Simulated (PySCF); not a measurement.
**C5H14N2 (SMILES CC[C@H](C)[NH+]NC) (charge +1, doublet): density, localisation and related maps**

```yaml
atoms:
  - { symbol: C, position_ang: [1.2682, 0.5258, 1.7350] }
  - { symbol: C, position_ang: [1.6058, -0.2365, 0.4662] }
  - { symbol: C, position_ang: [0.4149, -0.8977, -0.2371] }
  - { symbol: C, position_ang: [0.8180, -1.6992, -1.4638] }
  - { symbol: N, position_ang: [-0.5780, 0.0953, -0.6488] }
  - { symbol: N, position_ang: [-1.5009, 0.5517, 0.1644] }
  - { symbol: C, position_ang: [-2.4867, 1.5141, -0.2645] }
  - { symbol: H, position_ang: [0.6336, 1.4057, 1.5456] }
  - { symbol: H, position_ang: [0.7617, -0.1164, 2.4738] }
  - { symbol: H, position_ang: [2.1860, 0.8978, 2.2117] }
  - { symbol: H, position_ang: [2.1250, 0.4157, -0.2568] }
  - { symbol: H, position_ang: [2.3109, -1.0519, 0.6947] }
  - { symbol: H, position_ang: [-0.1091, -1.5585, 0.4771] }
  - { symbol: H, position_ang: [1.5263, -2.4852, -1.1697] }
  - { symbol: H, position_ang: [1.3256, -1.0617, -2.2051] }
  - { symbol: H, position_ang: [-0.0480, -2.1803, -1.9392] }
  - { symbol: H, position_ang: [-0.3991, 0.6647, -1.4769] }
  - { symbol: H, position_ang: [-1.6720, -0.0268, 0.9860] }
  - { symbol: H, position_ang: [-3.2794, 1.0349, -0.8632] }
  - { symbol: H, position_ang: [-2.0020, 2.3032, -0.8571] }
  - { symbol: H, position_ang: [-2.9335, 1.9716, 0.6268] }
```

Geometry: PBE0-D3(BJ)/def2-SVP.

Level of theory: DFT single point, gas phase, functional wB97X (PySCF).

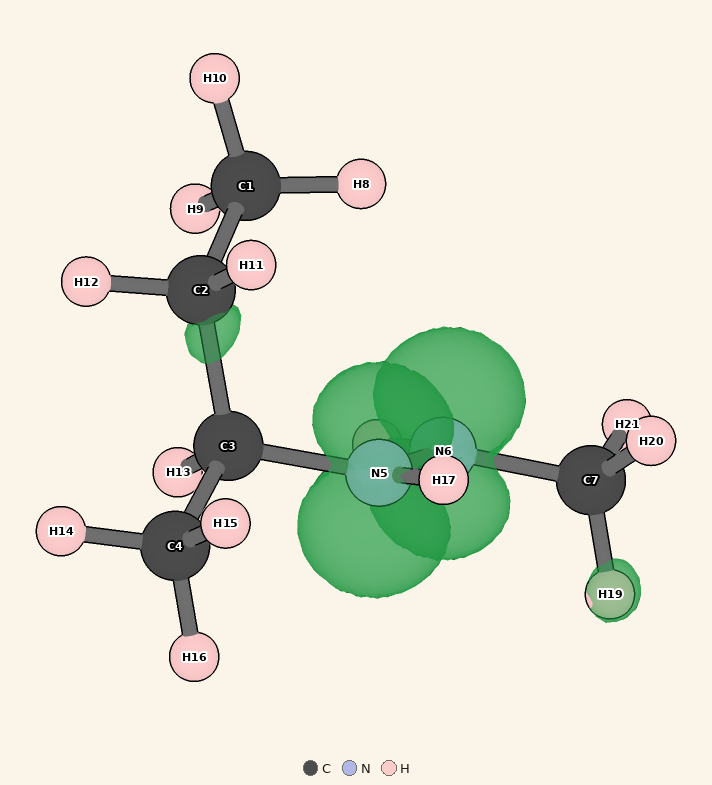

Figure 1. Isosurfaces of the spin density (α minus β) at +0.04 (green) and −0.04 e/Å³ (red), seen at a tilt.

Where is the unpaired spin?

The unpaired spin (1 electron) lies mostly on N5 (about 0.4) and N6 (about 0.4), in electrons by Hirshfeld's partition.

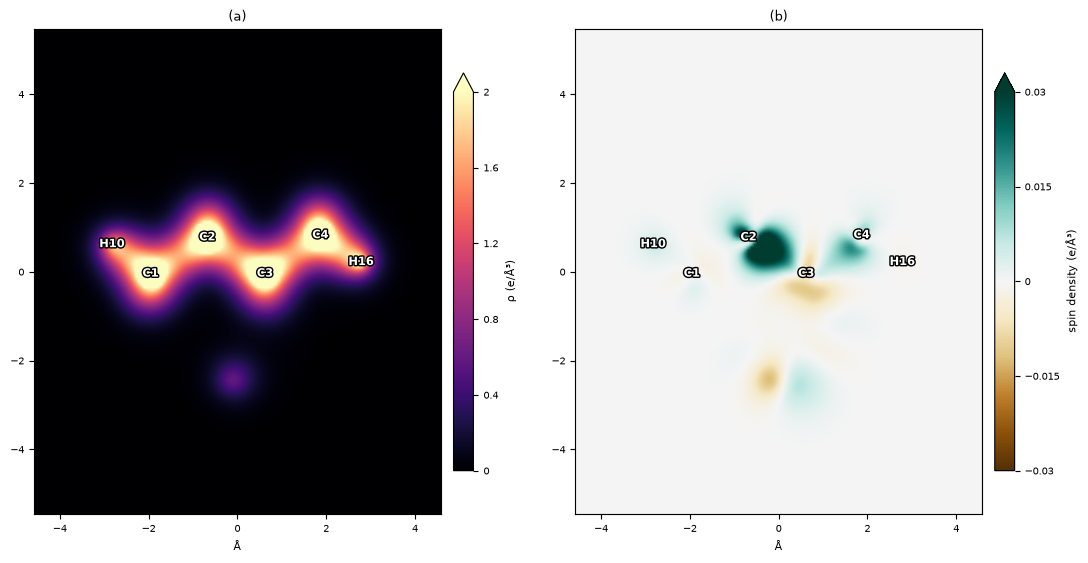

Figure 2. (a) total electron density; (b) spin density on the plane of atoms C3, C4 and H16.

Describe what can be read from this map.

- The plane passes through C and H nuclei.
- C–C (1.52 Å): the density is about 1.7 e/Å³ at the midpoint.
- C–H (1.10 Å): the density is about 1.9 e/Å³ at the midpoint.

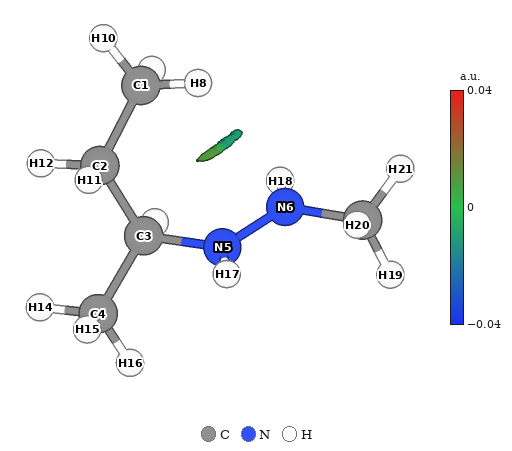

Figure 3. Non-covalent interaction (NCI) plot: the surface where the reduced density gradient is 0.4, for densities under 0.05 a.u., coloured by sign(λ₂)ρ; seen across its widest extent.

What holds or crowds the atoms apart from the covalent bonds?

Near H8, N6 and C1: mostly steric crowding (olive to red).
